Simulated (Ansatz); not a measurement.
Nb5Si3: pressure series

The reference is Nb5Si3 (space group P6_3/mcm, No. 193; a = 7.508 Å, c = 5.224 Å).

Cell and atoms are relaxed at each pressure.

All numbers come from PBEsol (Ansatz, a quantum-chemistry and plane-wave program; PAW; 420 eV plane waves; spin-orbit coupling left out).

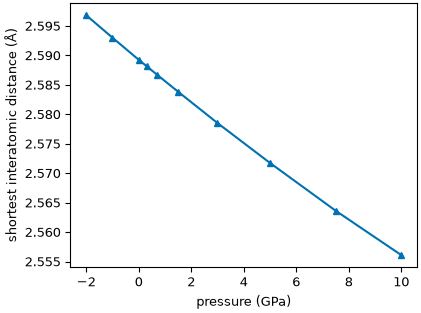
Figure: Shortest interatomic distance against pressure

Problem. From the plot, what is the shortest interatomic distance for pressure 7.5 GPa?

Solution. About 2.564 Å.

Problem. Is the trend monotonic over the range shown?

Solution. Yes, it falls throughout, spanning 2.556 Å to 2.597 Å.

Load acts through the strain it causes; cell and atoms are relaxed under it. No phonon test of stability was made. Competing high-pressure phases were not computed. All final runs are without spin polarisation.
